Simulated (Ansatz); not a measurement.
## Be13.3F58.4La1.7Li26.6 (173 atoms) in the fluid state

Wanted: pair distributions and atomic motion in Be13.3F58.4La1.7Li26.6 (173 atoms) at high temperature.

Main program and level: Ansatz 0.2.0; Kohn-Sham DFT, PBE, PAW (set soft_2), plane waves.

### Step 1. Starting point

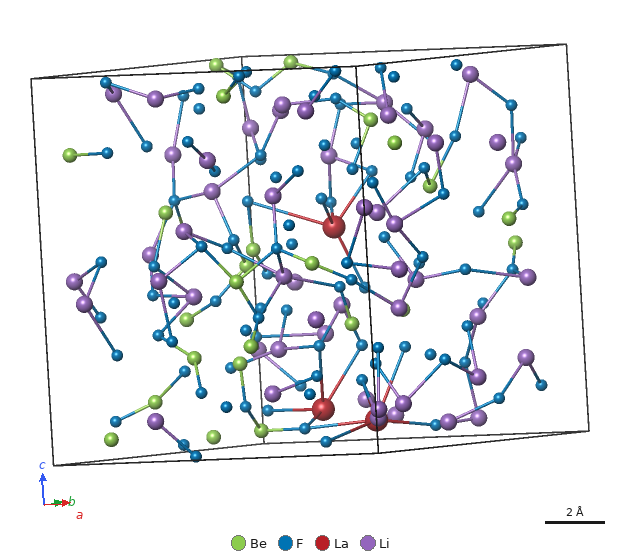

Start, viewed slightly off an axis; beryllium green, fluorine blue, lanthanum red, lithium purple. Bonds to atoms that aren't drawn are left out. Some periodic images of atoms are drawn too.

The cell holds 173 atoms: 23 Be, 101 F, 3 La and 46 Li. Cell: a = 13.214 Å, b = 13.214 Å, c = 13.214 Å, α = 90.0°, β = 90.0°, γ = 90.0°. 173 atoms (23 Be, 101 F, 3 La, 46 Li) packed at random in a cube at 2.06 g/cm³ and pushed apart as soft spheres, cations and anions kept from their own kind; a start for melting by ab initio MD, not an equilibrated structure. The density is a measured one.

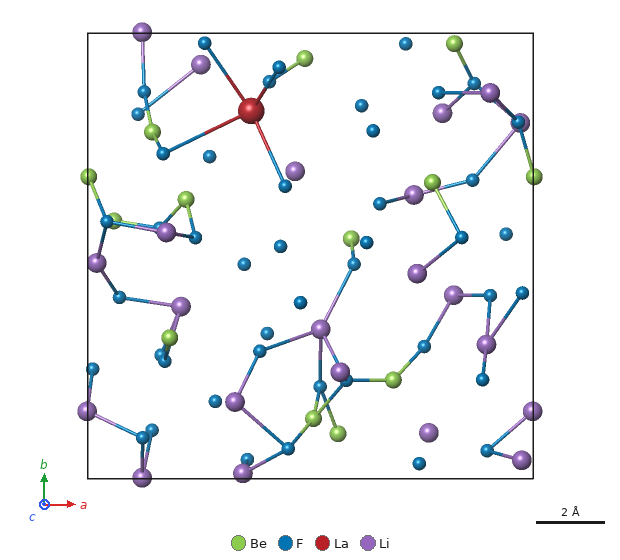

A slice 6 Å thick through the middle of the cell. Bonds to atoms that aren't drawn are left out.

Limits known from the start: Sampling is at Γ alone, for a cell whose shortest periodic width is 13 Å. Spin–orbit coupling is left out, which matters for the levels of the heavy elements.

### Step 2. Single point at the start

A single point comes first, to see the forces before anything moves.

input.yaml

```yaml
crystal:
  lattice:
    - [13.2136, 0.0, 0.0]
    - [0.0, 13.2136, 0.0]
    - [0.0, 0.0, 13.2136]
  atoms:
    - { symbol: Be, position: [0.3188, 0.41841, 0.22957] }
    - { symbol: Be, position: [0.56203, 0.10066, 0.28436] }
    - { symbol: Be, position: [0.04998, 0.80156, 0.98728] }
    - { symbol: Be, position: [0.82331, 0.97612, 0.49415] }
    [... 163 atom lines left out ...]
    - { symbol: Li, position: [0.20956, 0.38607, 0.40773] }
    - { symbol: Li, position: [0.32266, 0.99821, 0.1041] }
    - { symbol: Li, position: [0.84364, 0.57964, 0.05268] }
    - { symbol: Li, position: [0.29958, 0.9251, 0.73823] }
    - { symbol: Li, position: [0.73988, 0.46011, 0.60425] }
    - { symbol: Li, position: [0.78752, 0.07741, 0.887] }
kpoints:
  mp_grid: { grid: [1, 1, 1] }
hamiltonian:
  xc: pbe
scf:
  occupations: { method: fermi_dirac, width: 0.139 }
output:
  forces: true
```

Launch:

```bash
ansatz run input.yaml --threads 32 --pin off --max-ram 143360MiB --backend cuda --events-out ev --progress --plain --runs-dir out
```

Wall time 2.4 s (1 × NVIDIA GB200 with 32 threads of Arm Neoverse V2, shared host); peak memory 1.5 GiB; 6.1 s of CPU time.

That memory is the host's; the program planned up to 5.9 GiB on the GPU. Forces of this run were stored rounded, and per-atom blocks of the log weren't kept.

Read from the output:

```yaml
free_energy: -112004.0497 eV
free_energy_per_atom: -647.4223 eV/atom
scf_cycles: 16
r_m_s_force_component: 1.348 eV/Å
longest_force: 6.092 eV/Å
fermi_energy: 1.285 eV
```

The r.m.s. force component of 1.3 eV/Å sets the starting point.

Length of the force by element:

| element | coordination | atoms | mean length of the force (eV/Å) | spread | least | most |
| --- | --- | --- | --- | --- | --- | --- |
| Be | all | 23 | 2.60 | 1.13 | 0.666 | 5.06 |
| F | all | 101 | 2.12 | 1.04 | 0.350 | 6.04 |
| La | all | 3 | 4.52 | 1.26 | 3.00 | 6.09 |
| Li | all | 46 | 1.57 | 0.596 | 0.410 | 2.69 |

### Step 3. Melting at 1610 K

The random start is held at a high temperature, to make it forget its packing.

Edit input.yaml of step 2 so:

```diff
@@ -15 +15,8 @@
   forces: true
+md:
+  timestep: 2
+  n_steps: 300
+  ensemble: nvt_langevin
+  temperature: 1610
+  initial_velocities: maxwell_boltzmann
+  seed: 6299
```

Run time: 2.8 min. Hardware: 1 × NVIDIA GB200 with 32 threads; peak memory 1.6 GiB.

That memory is the host's.

The program notes that it switched symmetry off.

Rows from the run:

| time (fs) | T (K) | potential (meV/atom) |
| --- | --- | --- |
| 0.0 | 1601 | 0.0 |
| 40.0 | 3752 | -479.2 |
| 80.0 | 3058 | -593.1 |
| 120.0 | 2807 | -700.0 |
| 160.0 | 2413 | -740.9 |
| 200.0 | 2227 | -808.0 |
| 240.0 | 2132 | -820.3 |
| 280.0 | 2060 | -854.8 |
| 320.0 | 1767 | -845.1 |
| 360.0 | 1782 | -878.9 |
| 400.0 | 1599 | -857.3 |
| 440.0 | 1728 | -881.4 |
| 480.0 | 1667 | -885.0 |
| 520.0 | 1752 | -893.6 |
| 560.0 | 1730 | -879.6 |
| 600.0 | 1499 | -877.2 |

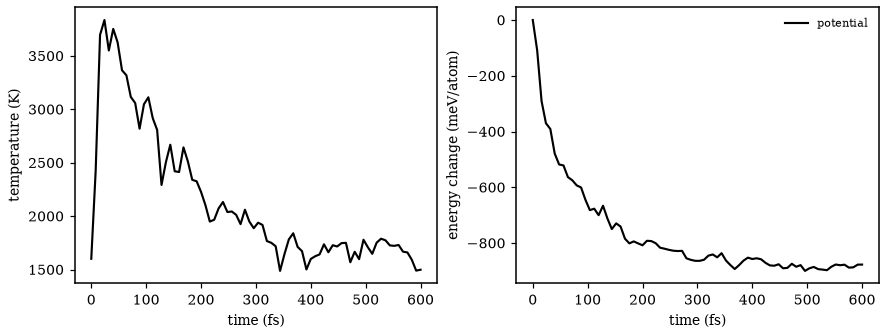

Temperature and energies against time.

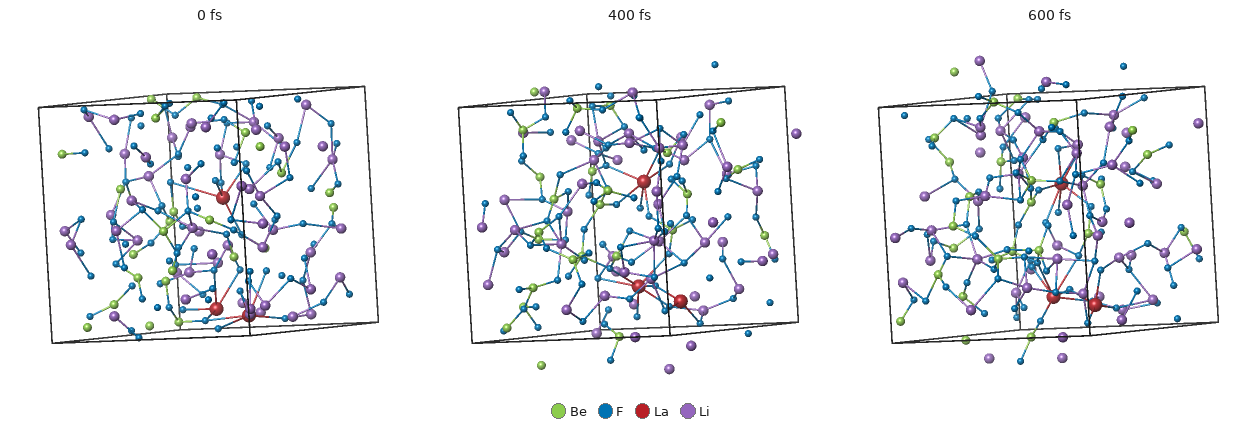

3 frames of the run. Bonds to atoms that aren't drawn are left out.

Mean square displacement from the first frame to the last: Be 3.9 Å², F 4.7 Å², La 0.93 Å², Li 9.5 Å².

The mean square displacement by time lag:

| time lag (fs) | Be (Å²) | F (Å²) | La (Å²) | Li (Å²) |
| --- | --- | --- | --- | --- |
| 50 | 0.376 | 0.384 | 0.0800 | 0.885 |
| 100 | 0.755 | 0.857 | 0.215 | 1.74 |
| 150 | 1.06 | 1.28 | 0.321 | 2.42 |
| 200 | 1.26 | 1.64 | 0.405 | 3.03 |
| 250 | 1.42 | 1.94 | 0.479 | 3.52 |
| 300 | 1.60 | 2.25 | 0.582 | 4.03 |

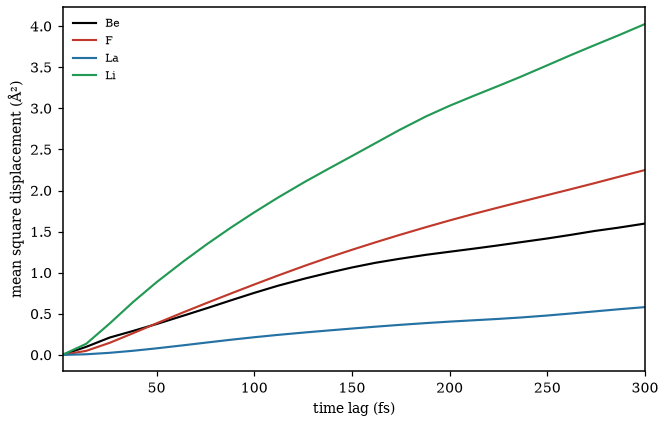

Mean square displacement, plotted against time lag.

Over the second half of 600 fs the temperature averages 1696 K with swings of 99 K r.m.s. From first frame to last Li has the largest mean square displacement, 9.5 Å² at the end; the farthest move is 5.25 Å. By the end of the lags followed (0.30 ps), the least mobile element has a mean square displacement of 0.58 Å², too little over such short lags to show that the memory of the start is lost. The run spans 0.60 ps, too short for its means to be equilibrium values.

### Step 4. Brought to 1073 K

A Langevin thermostat brings the cell to the temperature of interest.

input.yaml

```yaml
crystal:
  lattice:
    - [13.2136, 0.0, 0.0]
    - [0.0, 13.2136, 0.0]
    - [0.0, 0.0, 13.2136]
  atoms:
    - { symbol: Be, position: [0.30175, 0.50863, 0.35096] }
    - { symbol: Be, position: [0.47076, 0.13594, 0.33486] }
    - { symbol: Be, position: [0.95084, 0.68033, 0.11368] }
    - { symbol: Be, position: [0.85277, 0.00277, 0.3885] }
    [... 163 atom lines left out ...]
    - { symbol: Li, position: [0.95523, 0.40259, 0.32932] }
    - { symbol: Li, position: [0.41328, 0.99075, 0.12794] }
    - { symbol: Li, position: [0.97791, 0.28676, 0.05105] }
    - { symbol: Li, position: [0.07193, 0.02335, 0.89747] }
    - { symbol: Li, position: [0.87175, 0.4445, 0.86488] }
    - { symbol: Li, position: [0.82767, 0.24293, 0.76591] }
kpoints:
  mp_grid: { grid: [1, 1, 1] }
hamiltonian:
  xc: pbe
scf:
  occupations: { method: fermi_dirac, width: 0.092 }
output:
  forces: true
md:
  timestep: 2
  n_steps: 380
  ensemble: nvt_langevin
  temperature: 1073
  initial_velocities: maxwell_boltzmann
  seed: 1608
```

Elapsed: 2.9 min, on 1 × NVIDIA GB200 with 32 threads; peak memory 1.4 GiB; 13 min of CPU time.

That memory is the host's.

Rows from the run:

| time (fs) | T (K) | potential (meV/atom) |
| --- | --- | --- |
| 0.0 | 1067 | 0.0 |
| 48.0 | 1373 | -66.4 |
| 104.0 | 1151 | -66.6 |
| 152.0 | 1112 | -79.2 |
| 208.0 | 1051 | -92.2 |
| 252.0 | 1175 | -101.1 |
| 304.0 | 1122 | -102.6 |
| 352.0 | 1139 | -100.7 |
| 408.0 | 1139 | -109.0 |
| 456.0 | 1047 | -109.5 |
| 506.0 | 1049 | -93.2 |
| 552.0 | 1081 | -92.1 |
| 608.0 | 1075 | -95.4 |
| 656.0 | 1015 | -109.6 |
| 712.0 | 978 | -95.2 |
| 760.0 | 1096 | -107.2 |

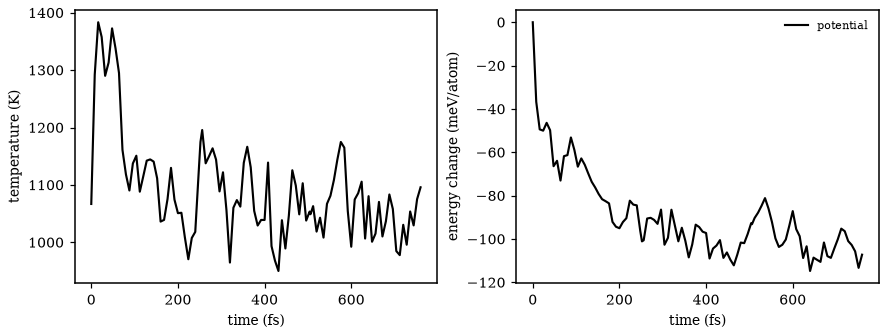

Temperature and energies against time.

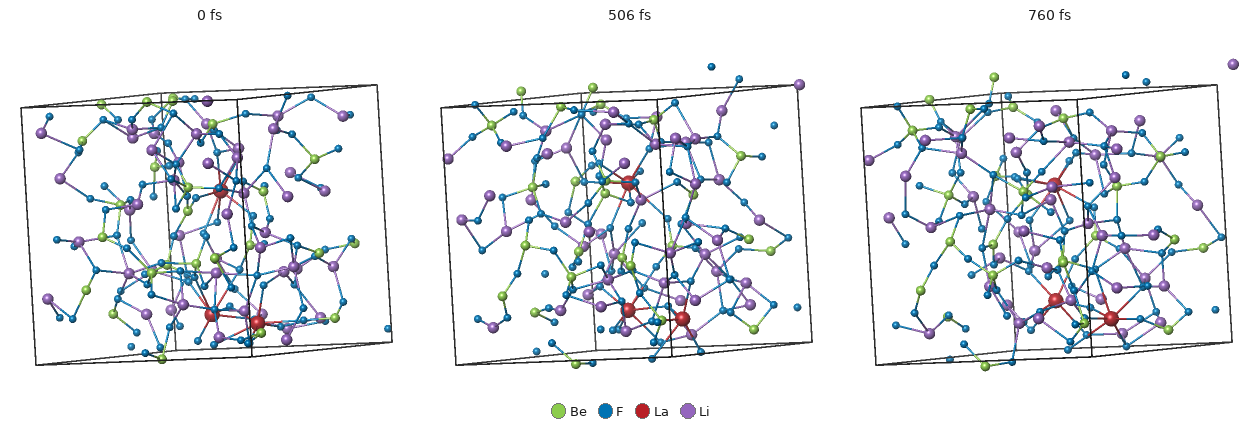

3 frames of the run. Bonds to atoms that aren't drawn are left out.

Mean square displacement from the first frame to the last: Be 0.99 Å², F 1.5 Å², La 0.35 Å², Li 4.0 Å².

Table of mean square displacement by time lag:

| time lag (fs) | Be (Å²) | F (Å²) | La (Å²) | Li (Å²) |
| --- | --- | --- | --- | --- |
| 2 | 0.00114 | 5.7e-4 | 8.9e-5 | 0.00161 |
| 48 | 0.109 | 0.179 | 0.0366 | 0.426 |
| 96 | 0.205 | 0.372 | 0.0998 | 0.786 |
| 142 | 0.285 | 0.522 | 0.166 | 1.12 |
| 190 | 0.369 | 0.651 | 0.241 | 1.44 |
| 238 | 0.438 | 0.761 | 0.316 | 1.72 |
| 284 | 0.502 | 0.857 | 0.387 | 2.03 |
| 332 | 0.560 | 0.949 | 0.447 | 2.36 |
| 380 | 0.607 | 1.05 | 0.479 | 2.72 |

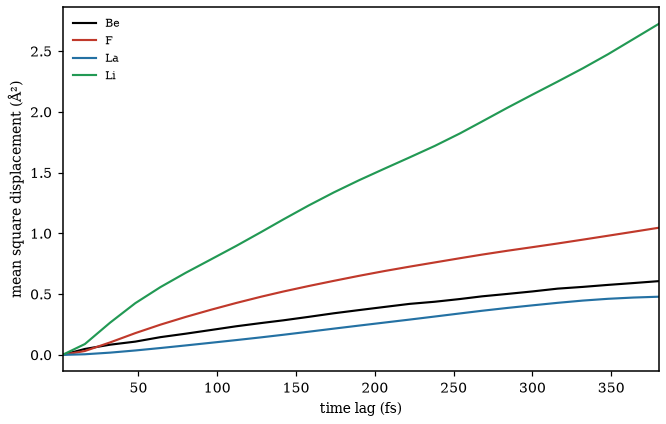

Mean square displacement against time lag.

Over the second half of 760 fs the temperature averages 1049 K with swings of 52 K r.m.s. From first frame to last Li has the largest mean square displacement, 4.0 Å² at the end; the farthest move is 4.43 Å. The run spans 0.76 ps, too short for its means to be equilibrium values.

### Step 5. Liquid at 1073 K

The hot cell is sampled with a Nosé–Hoover thermostat, which disturbs diffusion little, and with stress on.

input.yaml

```yaml
crystal:
  lattice:
    - [13.2136, 0.0, 0.0]
    - [0.0, 13.2136, 0.0]
    - [0.0, 0.0, 13.2136]
  atoms:
    - { symbol: Be, position: [0.31522, 0.39714, 0.43608] }
    - { symbol: Be, position: [0.51715, 0.07199, 0.3282] }
    - { symbol: Be, position: [0.94807, 0.63332, 0.07004] }
    - { symbol: Be, position: [0.86009, 0.05055, 0.36777] }
    [... 163 atom lines left out ...]
    - { symbol: Li, position: [0.07388, 0.3744, 0.4499] }
    - { symbol: Li, position: [0.42473, 0.97266, 0.18736] }
    - { symbol: Li, position: [0.96589, 0.25769, 0.25434] }
    - { symbol: Li, position: [0.20128, 0.97902, 0.7289] }
    - { symbol: Li, position: [0.81774, 0.5119, 0.85495] }
    - { symbol: Li, position: [0.9795, 0.29334, 0.79192] }
kpoints:
  mp_grid: { grid: [1, 1, 1] }
hamiltonian:
  xc: pbe
scf:
  occupations: { method: fermi_dirac, width: 0.092 }
output:
  forces: true
  stress: true
md:
  timestep: 2
  n_steps: 1900
  ensemble: nvt_nose_hoover
  temperature: 1073
  initial_velocities: maxwell_boltzmann
  seed: 4565
```

The job ended after 15 min (1 × NVIDIA GB200 with 32 threads; peak memory 1.5 GiB).

That memory is the host's.

The program notes that the SCF threshold is loose for the stress.

The trajectory, sampled:

| time (fs) | T (K) | potential (meV/atom) | conserved (meV/atom) |
| --- | --- | --- | --- |
| 0.0 | 1073 | 0.0 | 0.00 |
| 280.0 | 1105 | -9.2 | -0.20 |
| 520.0 | 1110 | 14.5 | 0.06 |
| 760.0 | 1079 | -8.1 | -0.09 |
| 1040.0 | 1037 | 30.8 | 0.09 |
| 1280.0 | 1050 | 3.2 | -0.11 |
| 1520.0 | 1172 | 12.1 | 0.00 |
| 1760.0 | 963 | 13.9 | -0.09 |
| 2040.0 | 1187 | 16.7 | 0.07 |
| 2280.0 | 979 | 14.9 | -0.10 |
| 2520.0 | 1158 | 16.4 | -0.05 |
| 2760.0 | 1019 | 11.6 | -0.12 |
| 3040.0 | 1061 | 19.8 | 0.01 |
| 3280.0 | 1052 | 20.3 | 0.11 |
| 3520.0 | 975 | 3.9 | -0.08 |
| 3800.0 | 1108 | 24.6 | 0.10 |

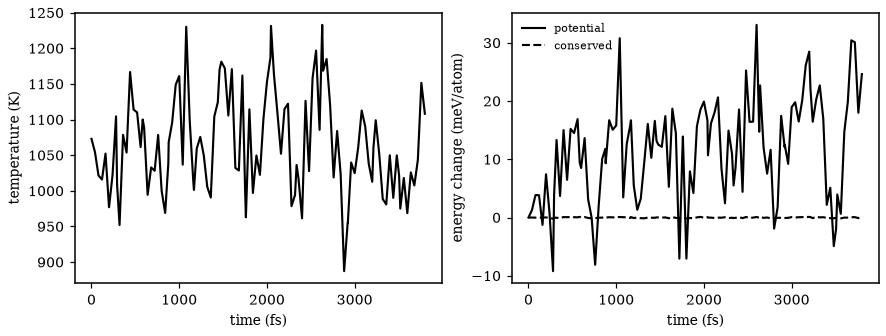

Temperature and energies against time.

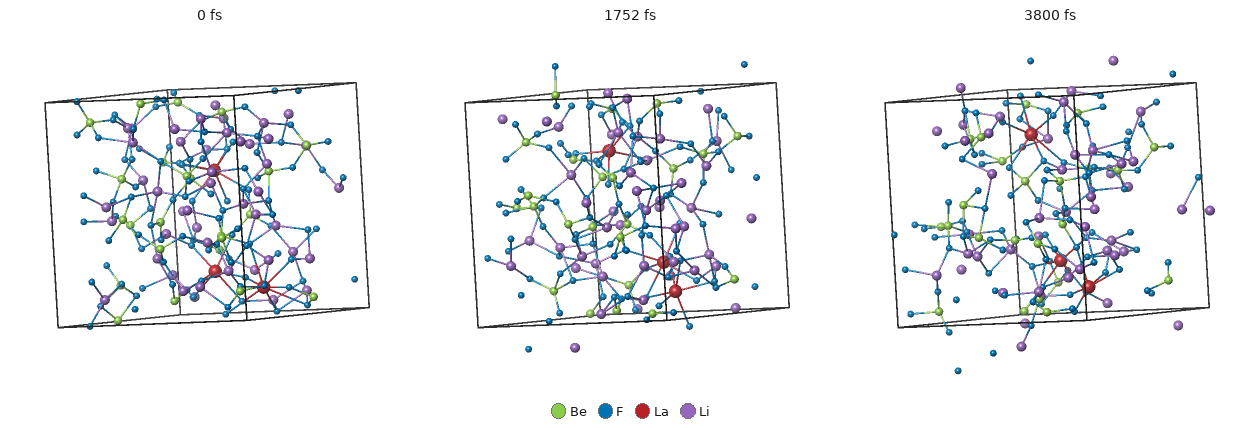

3 frames of the run. Bonds to atoms that aren't drawn are left out.

Mean square displacement from the first frame to the last: Be 4.4 Å², F 7.2 Å², La 3.7 Å², Li 17 Å².

Table of mean square displacement by time lag:

| time lag (fs) | Be (Å²) | F (Å²) | La (Å²) | Li (Å²) |
| --- | --- | --- | --- | --- |
| 2 | 0.00122 | 5.6e-4 | 8.2e-5 | 0.00153 |
| 238 | 0.537 | 0.960 | 0.466 | 1.58 |
| 476 | 0.849 | 1.51 | 0.980 | 2.60 |
| 712 | 1.13 | 1.97 | 1.34 | 3.57 |
| 950 | 1.32 | 2.35 | 1.65 | 4.50 |
| 1188 | 1.56 | 2.73 | 1.95 | 5.51 |
| 1424 | 1.78 | 3.05 | 2.21 | 6.52 |
| 1662 | 2.07 | 3.47 | 2.43 | 7.65 |
| 1900 | 2.32 | 3.80 | 2.59 | 8.63 |

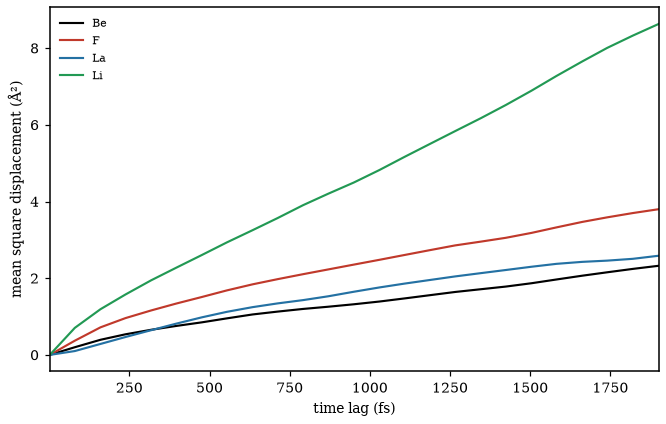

Mean square displacement, plotted against time lag.

The vibrational density of states has structure finer than the step of the table below, so its rows give means over 100 cm⁻¹, whole bins alone (the curve runs from 0 to 1497 cm⁻¹). Peaks (cm⁻¹: height): Be 65.8: 0.0989, 652.4: 0.213, 767.6: 0.388, 811.4: 0.339; F 82.2: 1.61, 290.6: 1.19; La 76.8: 0.19, 115.1: 0.0981; Li 142.5: 0.59, 235.8: 0.575, 290.6: 0.59, 389.3: 0.483.

From 1521 steps of 2.0 fs, resolution about 11 cm-1. Table of vibrational density of states by wavenumber; means over each step; values in 1e-3 per cm⁻¹:

| wavenumber (cm⁻¹) | Be | F | La | Li |
| --- | --- | --- | --- | --- |
| 100 | 0.0755 | 1.48 | 0.101 | 0.439 |
| 200 | 0.0535 | 1.21 | 0.0195 | 0.531 |
| 300 | 0.0564 | 0.995 | 0.0106 | 0.513 |
| 400 | 0.0918 | 0.688 | 0.00646 | 0.435 |
| 500 | 0.0907 | 0.363 | 0.00165 | 0.341 |
| 600 | 0.155 | 0.190 | 7.1e-4 | 0.185 |
| 700 | 0.238 | 0.0960 | 4.1e-4 | 0.0888 |
| 800 | 0.306 | 0.0883 | 2.3e-4 | 0.0435 |
| 900 | 0.180 | 0.0536 | 9.3e-5 | 0.0255 |
| 1000 | 0.0688 | 0.0227 | 2.3e-5 | 0.0123 |
| 1100 | 0.0319 | 0.0115 | 8.3e-6 | 0.00597 |
| 1200 | 0.0113 | 0.00521 | 2.7e-6 | 0.00362 |
| 1300 | 0.00764 | 0.00339 | 1.3e-6 | 0.00202 |
| 1400 | 0.00616 | 0.00240 | 5.1e-7 | 0.00117 |

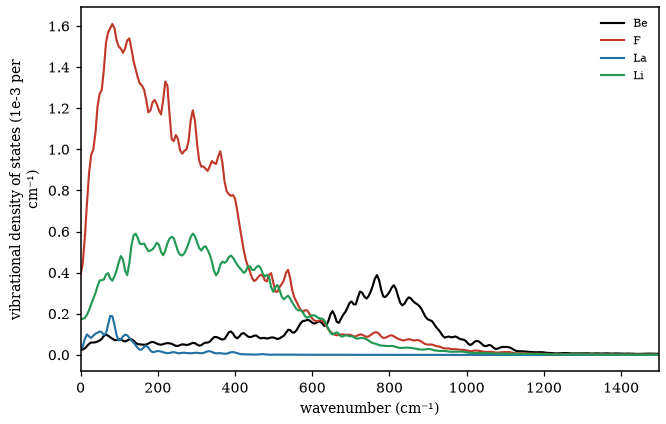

Vibrational density of states, plotted against wavenumber.

Over the second half of 3800 fs the temperature averages 1073 K with swings of 72 K r.m.s. The conserved energy stays within 0.20 meV/atom. From first frame to last Li has the largest mean square displacement, 17 Å² at the end; the farthest move is 8.10 Å. By the end of the lags followed (1.90 ps), the least mobile element has a mean square displacement of 2.3 Å². The slope of the later half of the mean square displacement gives diffusion coefficients of about 2.6e-5 cm²/s (F), 1.6e-5 cm²/s (La) and 7.4e-5 cm²/s (Li); over so short a run these are rough. Distinct peaks of the vibrational density of states (Be) stand at 66, 652, 768 and 811 cm⁻¹; the one at 768 cm⁻¹ is strongest. The run spans 3.80 ps, short against slow rearrangements.

(Continued in part 2 of 2.)

[Logs are printed without paths, hosts, clocks, repeated set-up lines and the standing remarks that a program may print on its own settings, such as how far it seeks lower states.]

[Hosts, paths, dates, database ids (printed as entryN), source tags and the programs' standing remarks are cut or masked in the printed files.]
